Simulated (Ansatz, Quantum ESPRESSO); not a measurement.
# Rb3SCl (Pm-3m): third-order response, part 3 of 3

Aim: Raman and infrared lines of Rb3SCl (Pm-3m).

Quantum ESPRESSO 8.0 development, patched; DFT LDA, scalar-relativistic, plane waves, PseudoDojo norm-conserving pseudopotentials.

So far. Step 6 (Modes with the sum rule): The rule moves no optical mode by more than 0.1 cm⁻¹. Step 9 (The LO-TO splitting (1 0 0)): The field moves 3 modes; the highest of them now lies at 238 cm⁻¹, where the highest that moved away lay at 210.

The structure was built from a prototype and need not be the compound's stable phase.

## Step 10: Cross-check with Ansatz

A second program on the same cell, potentials, cutoff and meshes tests the implementation of the phonon response, not its convergence. Its field response is summed in its own way. Its k mesh is centred on Γ.

This step: DFT LDA, scalar-relativistic, plane waves, PseudoDojo norm-conserving pseudopotentials (Ansatz 0.2.0).

input.yaml reads:

```yaml
crystal:
  lattice:
    - [6.0710292712, 0.0, 0.0]
    - [0.0, 6.0710292712, 0.0]
    - [0.0, 0.0, 6.0710292712]
  atoms:
    - { symbol: Cl, position: [0.0, 0.0, 0.0] }
    - { symbol: S, position: [0.5, 0.5, 0.5] }
    - { symbol: Rb, position: [0.5, 0.5, 0.0] }
    - { symbol: Rb, position: [0.5, 0.0, 0.5] }
    - { symbol: Rb, position: [0.0, 0.5, 0.5] }
kpoints:
  mp_grid: { grid: [4, 4, 4] }
hamiltonian:
  xc: lda
  pseudopotentials: { kind: nc, accuracy: standard }
scf:
  occupations: { method: fixed }
output:
  eigenvalues: true
basis:
  ecutwfc: 653.073
phonons:
  method: dfpt
  dielectric: true
  rigid_motions: translations
  raman: true
```

The run is started by

```bash
$ ansatz run input.yaml --threads 4 --pin off --max-ram 8192MiB --backend cpu --events-out ev --progress --plain --runs-dir out
```

The program printed:

```text
Warning: basis.ecutwfc = 653.073 eV is below the records' recommended 761.918815 eV, and the density's cutoff is lower with it unless basis.ecutrho_ratio is high enough to keep the records' density cutoff: compare with a run at a higher cutoff
Engine: ansatz 0.2.0, aarch64-unknown-linux-gnu
Pseudopotentials: kind: nc
Pseudopotential: Cl, nc, valence charge 7, recommended cutoff 761.918815 eV (normal), Cl.nc.azcp (PseudoDojo's, or run here from an input of PseudoDojo's; its table is named by hamiltonian.pseudopotentials.accuracy)
Pseudopotential: S, nc, valence charge 6, recommended cutoff 734.707429 eV (normal), S.nc.azcp (PseudoDojo's, or run here from an input of PseudoDojo's; its table is named by hamiltonian.pseudopotentials.accuracy)
Pseudopotential: Rb, nc, valence charge 9, recommended cutoff 571.439111 eV (normal), Rb.nc.azcp (PseudoDojo's, or run here from an input of PseudoDojo's; its table is named by hamiltonian.pseudopotentials.accuracy)
Functional definition: SPW92
  exchange = slater_x
  correlation = pw_c
Crystal: 5 atoms, lattice volume = 223.762 Å³
Basis set: ecut = 653.073 eV, 8409 PW (Γ), exchange–correlation on 108×108×108 points (8 copies of the dense FFT grid, shifted against one another)
Bands: 25, of which v1, the nominal top of the filled ones, is band 20 counted from 1 (19 counted from 0)
Symmetry: 48 space group operations
k-points: 30 of 64 (irreducible under 2 space group operations, time reversal used)
Non-local potential: Cl, projectors of the file, l = 0: 2, l = 1: 2, l = 2: 2
Non-local potential: S, projectors of the file, l = 0: 2, l = 1: 2, l = 2: 2
Non-local potential: Rb, projectors of the file, l = 0: 2, l = 1: 2, l = 2: 2
Initial density: superposition of atomic densities (chi_scale 0.1, normalization cell, long waves kept (reshape's long-wave potential 0.02 eV rms))
Initial wavefunctions: pseudopotential atomic-orbital guess
Functional: x = slater, c = lda
SCF iter   1: F=—  HF=-2969.889562 eV  |F-HF|=—  |Δ(HF+E_count)|=         —  Δρ=5.00e-2  dr2=1.60e1  ethr=3.10e-3  ⟨swp⟩=6.3  Hψ=3305  notcnv=0  defer=64
preconditioner: auto → Resta (q_TF=auto, 2.048 Å⁻¹)  ε∞=2.5  [insulator: Δε(μ)=0.088 eV  Ē_g=11.411 eV  n_scr=26 (ndim 8)  ℏωp=14.0 eV  f_vac=0.000  ε∞_Penn≈2.5]
SCF iter   2: F=—  HF=-2966.459296 eV  |F-HF|=—  |Δ(HF+E_count)|=    3.43e0  Δρ=1.85e-2  dr2=1.61e0  ethr=3.10e-3  ⟨swp⟩=5.0  Hψ=2195  notcnv=0  defer=56
SCF iter   3: F=—  HF=-2966.029681 eV  |F-HF|=—  |Δ(HF+E_count)|=   4.30e-1  Δρ=7.90e-3  dr2=4.38e-1  ethr=3.10e-3  ⟨swp⟩=2.0  Hψ=1491  notcnv=0  defer=44
SCF iter   4: F=—  HF=-2965.885983 eV  |F-HF|=—  |Δ(HF+E_count)|=   1.44e-1  Δρ=2.07e-3  dr2=3.07e-2  ethr=1.10e-3  ⟨swp⟩=3.4  Hψ=1436  notcnv=0  defer=81
SCF iter   5: F=—  HF=-2965.881394 eV  |F-HF|=—  |Δ(HF+E_count)|=   4.59e-3  Δρ=6.26e-4  dr2=2.18e-3  ethr=7.67e-5  ⟨swp⟩=3.5  Hψ=1263  notcnv=0  defer=81
SCF iter   6: F=—  HF=-2965.881530 eV  |F-HF|=—  |Δ(HF+E_count)|=   1.36e-4  Δρ=2.89e-4  dr2=2.63e-4  ethr=5.46e-6  ⟨swp⟩=2.8  Hψ=1115  notcnv=0  defer=79
SCF iter   7: F=—  HF=-2965.881569 eV  |F-HF|=—  |Δ(HF+E_count)|=   3.83e-5  Δρ=5.74e-5  dr2=1.13e-5  ethr=6.57e-7  ⟨swp⟩=2.0  Hψ=1182  notcnv=0  defer=79
SCF iter   8: F=—  HF=-2965.881572 eV  |F-HF|=—  |Δ(HF+E_count)|=   3.76e-6  Δρ=1.02e-5  dr2=5.96e-7  ethr=2.83e-8  ⟨swp⟩=2.0  Hψ=1059  notcnv=0  defer=76
SCF iter   9: F=—  HF=-2965.881692 eV  |F-HF|=—  |Δ(HF+E_count)|=   1.20e-4  Δρ=2.27e-6  dr2=4.15e-8  ethr=1.49e-9  ⟨swp⟩=2.0  Hψ=1131  notcnv=0  defer=75
SCF iter  10: F=—  HF=-2965.881692 eV  |F-HF|=—  |Δ(HF+E_count)|=   3.72e-9  Δρ=2.60e-7  dr2=2.58e-10  ethr=1.04e-10  ⟨swp⟩=2.0  Hψ=1081  notcnv=0  defer=75
SCF iter  11: F=-2965.881692 eV  HF=-2965.881692 eV  |F-HF|=9.09e-12  |Δ(HF+E_count)|=  1.75e-10  Δρ=6.25e-8  dr2=1.43e-11  ethr=1.00e-12  ⟨swp⟩=19.8  Hψ=7009  notcnv=0
SCF 1 converged in 11 iterations: F = -2965.881692 eV  dr2 = 1.43e-11
DFPT response loops at Γ: preconditioner auto → Resta (q_TF=auto, 2.048 Å⁻¹)  ε∞=7.5 (no band partly filled); β = 1.00, the filter's whole step (`scf.mixing.beta` (0.50) is not read by the response loops at its default; to damp them type it under 1.00, their step now; it binds the ground state too); Broyden in place of MSR1
── the response to a field inside a basis, on 8×8×8 k-points: an SCF that follows is theirs, and a resumed run solves both again ──
Bands: 21, of which v1, the nominal top of the filled ones, is band 20 counted from 1 (19 counted from 0)
k-points: 20 of 512
Initial density: handed on by an earlier stage of this run
Initial wavefunctions: pseudopotential atomic-orbital guess (no wavefunctions were taken with the density)
Eigensolver: Dense (20 Hₖ)
SCF iter   1: F=—  HF=-2965.876709 eV  |F-HF|=—  |Δ(HF+E_count)|=         —  Δρ=6.92e-5  dr2=1.36e-5  ethr=1.00e-1
preconditioner: auto → Resta (q_TF=auto, 2.048 Å⁻¹)  ε∞=3.0  [insulator: Δε(μ)=1.249 eV  Ē_g=10.157 eV  n_scr=26 (ndim 8)  ℏωp=14.5 eV  f_vac=0.149  ε∞_Penn≈3.0]
SCF iter   2: F=—  HF=-2965.876706 eV  |F-HF|=—  |Δ(HF+E_count)|=   2.52e-6  Δρ=3.10e-5  dr2=1.45e-6  ethr=3.41e-8
SCF iter   3: F=—  HF=-2965.876706 eV  |F-HF|=—  |Δ(HF+E_count)|=   1.81e-9  Δρ=1.20e-5  dr2=3.38e-7  ethr=3.63e-9
SCF iter   4: F=—  HF=-2965.876706 eV  |F-HF|=—  |Δ(HF+E_count)|=   3.42e-8  Δρ=1.87e-6  dr2=8.93e-9  ethr=8.46e-10
SCF iter   5: F=—  HF=-2965.876706 eV  |F-HF|=—  |Δ(HF+E_count)|=   5.67e-9  Δρ=2.26e-7  dr2=1.62e-10  ethr=2.23e-11
SCF iter   6: F=-2965.876706 eV  HF=-2965.876706 eV  |F-HF|=2.73e-12  |Δ(HF+E_count)|=  2.18e-10  Δρ=8.28e-8  dr2=1.96e-11  ethr=1.00e-12
SCF 1 converged in 6 iterations: F = -2965.876706 eV  dr2 = 1.96e-11
DFPT response loops at Γ: preconditioner auto → Resta (q_TF=auto, 2.048 Å⁻¹)  ε∞=6.9 (no band partly filled); β = 1.00, the filter's whole step (`scf.mixing.beta` (0.50) is not read by the response loops at its default; to damp them type it under 1.00, their step now; it binds the ground state too); Broyden in place of MSR1
DFPT response loops at Γ: mixed as the last ones told, above
WARN: field response: ε∞ stands inside a basis, on 8×8×8 points; the force constants stand on the 4×4×4 k-mesh, whose period is 13.33 times the interband length at k = (0.0000, 0.0000, 0.0000), direct gap 1.078 eV, under 14: take them and everything formed from them as unconverged, and compare with a denser kpoints.mp_grid
SCF converged after 11 iterations
Free energy (F): -2965.881692 eV
Harris-Foulkes:  -2965.881692 eV  (|F-HF|=9.09e-12)
Internal energy: -2965.881692 eV  (E = F + TS)
E sigma→0 (E₀):  -2965.881692 eV
Fermi energy:    2.271789 eV
--- Per-component energies (eV) ---
  E_band       = -327.191967
  E_kinetic    = 852.432029
  E_local      = -1882.105856  (includes V_loc(G=0)·N_el)
  E_nonlocal   = 5.338773
  E_hartree    = 658.208265
  E_xc         = -782.461443
  E_vxc        = -619.273358  (∫ρ·V_xc dr)
  E_ewald      = -1817.293461
  E_smearing   = -0.000000  (= −TS)
  E_closure    = 0.000000  (closes the sum)
  Σ components = -2965.881692   (vs F -2965.881692, Δ=0.00e0)
--- Band table (eV; the first three rows and the last of 30) ---
  k-point 0: bands = [... 16 lower, 0.0475, 2.2718, 2.2718, 2.2718, 3.3498, 5.4427, 5.4427, 6.1247, ... 1 higher]
  k-point 1: bands = [... 16 lower, 0.0379, 1.6941, 2.2123, 2.2123, 3.8625, 5.5176, 5.7967, 6.2734, ... 1 higher]
  k-point 2: bands = [... 16 lower, 0.0284, 1.2220, 2.1570, 2.1570, 4.7945, 4.9789, 6.3780, 6.4807, ... 1 higher]
  k-point 29: bands = [... 16 lower, -0.0065, 1.0309, 1.0309, 1.0309, 5.8592, 6.2753, 6.2753, 6.2753, ... 1 higher]
--- Phonons (Γ-DFPT): 4 representative perturbations + reference, on 30 of 64 k-points (Σ response iterations 13) ---
  k mesh reduced under 2 symmetry operations, with k and −k counted as one. Each operation leaves every solved perturbation unchanged. A smaller set is not considered because the run solves the response to a homogeneous field
  ASR residual: 4.016e-5 → 0.000e0 eV/Å²; symmetrization residual: 6.559e-6 eV/Å²
  ASR residual per site (eV/Å²): 2.45e-5 4.02e-5 1.49e-5 1.49e-5 1.49e-5
  Γ frequencies (cm⁻¹): -70.61 -70.61 -70.61 -35.95 -35.95 -35.95 0.00 0.00 0.00 63.80 63.80 63.80 209.81 209.81 209.81
  ε∞ (high-frequency dielectric tensor):
        2.779656     0.000000     0.000000
        0.000000     2.779656     0.000000
        0.000000     0.000000     2.779656
  softest optical mode at Γ: -70.61 cm⁻¹; the repairs (sum rule, projections) moved no ω² at Γ by more than (1.08 cm⁻¹)²
  Born effective charges Z* (e; rows j = field, columns β = displacement):
    site 0:
        -1.32427   -0.00000    0.00000
        -0.00000   -1.32427   -0.00000
        -0.00000    0.00000   -1.32427
    site 1:
        -2.10249    0.00000    0.00000
         0.00000   -2.10249   -0.00000
        -0.00000    0.00000   -2.10249
    site 2:
         0.99871   -0.00000    0.00000
         0.00000    0.99871   -0.00000
        -0.00000    0.00000    1.42935
    site 3:
         0.99871    0.00000    0.00000
        -0.00000    1.42935   -0.00000
         0.00000    0.00000    0.99871
    site 4:
         1.42935    0.00000    0.00000
         0.00000    0.99871    0.00000
        -0.00000    0.00000    0.99871
  Z* charge neutrality: 4.585e-4 e pre-enforcement
  solved inside a basis spanned on kpoints, on 8×8×8 k-points: ε∞ is read to err by 8.8e-3, Z* by 1.1e-2 e (field_mesh: kpoints solves on kpoints); Z* is corrected for what the basis lacks
  Raman tensors (in the event stream and the table raman_tensors.tsv): an entry may err by 9.7e-3 Å², one of the second-order susceptibility by 4.1e-19 pm/V (basis, points and sum rule); their sum over the sites missed zero by 9.868e-20 Å² ahead of its enforcement
  optical modes at Γ without the LO–TO term, one row a degenerate level:
      ω (cm⁻¹)  modes    IR ((D/Å)²/amu)  static Raman (Å⁴/amu)  depolarisation
        -70.61      3             6.0400                 0.0000               —
        -35.95      3             0.0000                 0.0000               —
         63.80      3             0.0840                 0.0000               —
        209.81      3            10.1128                 0.0000               —
  optical modes at Γ + LO–TO along q̂ = [1.0000, 0.0000, 0.0000]:
      ω (cm⁻¹)  modes    IR ((D/Å)²/amu)  static Raman (Å⁴/amu)  depolarisation
        -70.61      2             4.0267                 0.0000               —
        -35.95      3             0.0000                 0.0000               —
         19.05      1             1.1466                 0.0000               —
         63.80      2             0.0560                 0.0000               —
         65.17      1             0.0924                 0.0000               —
        209.81      2             6.7419                 0.0000               —
        238.86      1             4.1733                 0.0000               —
  optical modes at Γ + LO–TO along q̂ = [0.0000, 1.0000, 0.0000]:
      ω (cm⁻¹)  modes    IR ((D/Å)²/amu)  static Raman (Å⁴/amu)  depolarisation
        -70.61      2             4.0267                 0.0000               —
        -35.95      3             0.0000                 0.0000               —
         19.05      1             1.1466                 0.0000               —
         63.80      2             0.0560                 0.0000               —
         65.17      1             0.0924                 0.0000               —
        209.81      2             6.7419                 0.0000               —
        238.86      1             4.1733                 0.0000               —
  optical modes at Γ + LO–TO along q̂ = [0.0000, 0.0000, 1.0000]:
      ω (cm⁻¹)  modes    IR ((D/Å)²/amu)  static Raman (Å⁴/amu)  depolarisation
        -70.61      2             4.0267                 0.0000               —
        -35.95      3             0.0000                 0.0000               —
         19.05      1             1.1466                 0.0000               —
         63.80      2             0.0560                 0.0000               —
         65.17      1             0.0924                 0.0000               —
        209.81      2             6.7419                 0.0000               —
        238.86      1             4.1733                 0.0000               —
```

The job ended after 6.3 min (4 threads of Arm Neoverse V1, shared host; peak memory 2 GiB; 24 min of CPU time).

Numbers from this step:

| Quantity | Value |
| --- | --- |
| sum-rule residual before enforcement | 4.02e-5 eV/Å² |
| miss of the charge sum rule | 4.58e-4 e |
| estimated error of the dielectric tensor | 0.008761 |
| estimated error of the Born charges | 0.01057 e |
| lowest optical zone-centre mode | -70.61 cm⁻¹ |
| mean high-frequency dielectric constant | 2.780 |
| largest Born charge in size (third of the trace) | 2.103 e |
| highest mode moved by the LO-TO term | 238.9 cm⁻¹ |

Transverse modes; imaginary modes left out. Infrared lines, with heights relative to the strongest:

```
position (cm⁻¹)  label  IR intensity ((D/Å)²/amu), degenerate modes summed, relative
             64    T1u                                                           0.8
            210    T1u                                                           100
```

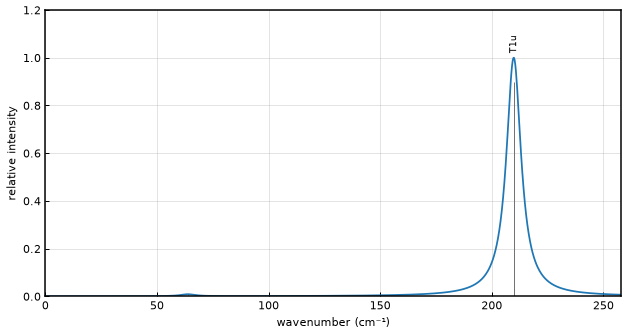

The infrared spectrum, broadened with Lorentzians of width 8 cm⁻¹; bars mark the lines.

The log warns that the force constants on this k mesh are to be taken as unconverged.

## Step 11: The two compared: QE PseudoDojo and Ansatz, PseudoDojo

Numbers from this step:

- root-mean-square difference: 0.01 cm⁻¹
- largest difference: 0.01 cm⁻¹

The two runs side by side. Further quantities:

```
                                                                               quantity  QE PseudoDojo  Ansatz, PseudoDojo
                                                                                mean ε∞          2.902                2.78
largest Born charge in size (e; the first before, the second after the charge sum rule)          2.137               2.103
                                                       summed IR intensity ((D/Å)²/amu)          16.45               16.24
```

At the zone centre the largest difference (acoustic modes at Γ apart) is 0.005 % of the highest mode; ε∞ differs by 4.4 %.

## Step 12: What came out

| Property | Result |
| --- | --- |
| space group after relaxation | Pm-3m |
| volume per atom | 44.8 Å³ |
| gap on the k-mesh | 1.08 eV |
| highest optical zone-centre mode (no LO-TO term) | 209.8 cm⁻¹ |
| lowest optical zone-centre mode | -70.6 cm⁻¹ |
| highest mode moved by the LO-TO term (probably not converged in the k mesh) | 238 cm⁻¹ |
| mean high-frequency dielectric constant (probably not converged in the k mesh) | 2.90 |
| largest Born charge in size (third of the trace) (probably not converged in the k mesh) | 2.14 e |
| imaginary optical modes at the zone centre (no q mesh in this session) | yes |
| largest difference from Ansatz, PseudoDojo | 0.01 cm⁻¹ |

**Reading.** No mode is Raman active in this structure; the strongest infrared line lies at 210 cm⁻¹. At the LDA level the optical modes of Rb3SCl (Pm-3m) at the zone centre (no LO-TO term) run from 71i to 210 cm⁻¹, so the structure is a saddle point, with 6 modes beyond 10i cm⁻¹ there. Along the directions run, the highest mode that the macroscopic field moves lies at 238 cm⁻¹. The Born charges miss their sum rule by 0.052 e, a sign that the k mesh or the cutoff is short for the field response. ε∞, the Born charges and what follows from them are probably not converged in the k mesh. Of the 12 optical modes, 9 are infrared active alone and 3 are silent. QE PseudoDojo and Ansatz, PseudoDojo agree to 0.01 cm⁻¹ (0.005 % of the highest mode compared) on all solved modes but the acoustic ones at Γ, without the LO-TO term. The mean ε∞ is 2.902 against 2.78: the first is summed on the ground state's k mesh, while Ansatz refines the mesh of its field response. These are harmonic frequencies at zero temperature: anharmonic shifts and linewidths and thermal expansion are left out. The relaxation ran at 48 Ry, under the 56 Ry recommended for these files; the stress of so short a basis can leave the cell about one per cent too small. Ansatz warns that the cutoff lies 14 % under the one recommended for these files; agreement at one cutoff is not convergence. Ansatz's log warns that force constants on this k mesh are to be taken as unconverged, an error that the frequencies of both programs share. The build is a development version in which the Raman tensors of release 7.5 are mended; dynmat.x leaves out the electro-optic term of LO lines. The structure is a hypothetical one, built on a prototype.

[Host names and launcher messages were left out of these logs when they were recorded.]

[Logs are printed without paths, hosts, clocks, repeated set-up lines and the standing remarks that a program may print on its own settings, such as how far it seeks lower states.]

[Hosts, paths, dates, database ids (printed as entryN), source tags and the programs' standing remarks are cut or masked in the printed files.]
